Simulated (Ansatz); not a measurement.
One crystal and one scan (scan of one atom of the cell) at two levels, PBE (plane waves to 420 eV, PAW, scalar-relativistic; Ansatz, a quantum-chemistry and plane-wave program) and r2SCAN (plane waves to 500 eV, PAW, scalar-relativistic; Ansatz), each from its own relaxed cell and on its own mesh. The cell shown is that of PBE.

Relaxed CdSe (zinc blende):

```
CdSe
1.0
    0.00000     6.19627     6.19627
    3.09814     0.00000     3.09814
    3.09814     3.09814     0.00000
Se Cd
2 2
Direct
  0.37500   0.75000   0.75000
  0.87500   0.75000   0.75000
  0.00000   0.00000   0.00000
  0.50000   0.00000   0.00000
```

Scan: atom 2 (Se, nearest neighbour Cd at 2.683 Å; its periodic images, 4.4 Å or more away, move with it) is displaced along Cartesian [110], direction (0.707, 0.707, 0.000) in Cartesian axes, by s. The other atoms stay.

E stands for the smeared free energy. CdSe was relaxed with its symmetry unable to fall. Percentages come from the unrounded values.

| quantity | PBE | r2SCAN | PBE − r2SCAN |
|---|---|---|---|
| Lattice constant a (Å) | 6.196 | 6.133 | +0.063 (+1.0 %) |
| Band gap of the relaxed cell, no spin-orbit coupling (eV) | 0.49 | 1.04 | -0.55 (-52 %) |
| Force constant k = d²E/ds² at s = 0 (finite differences) (eV/Å²) | 4.58 | 5.09 | -0.51 (-10 %) |

PBE gives the higher value for: lattice constant a. PBE gives the lower value for: band gap of the relaxed cell, no spin-orbit coupling; force constant k = d²E/ds² at s = 0. Both give the same shape of the curve: a single well with its minimum at or next to zero displacement.

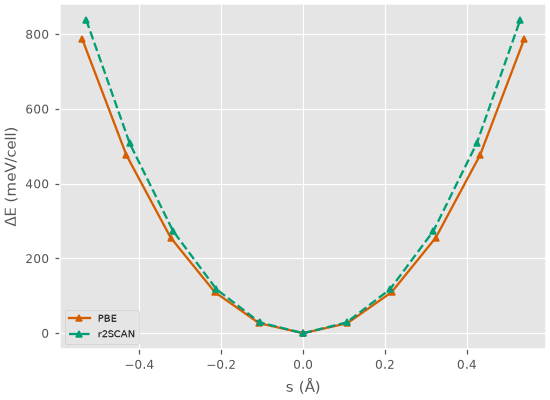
Figure: ΔE, each from the undisplaced structure of its own level.

(A displaced cell: forces are minus the slopes of the energy, force constants its curvatures, and phonons follow from these.)
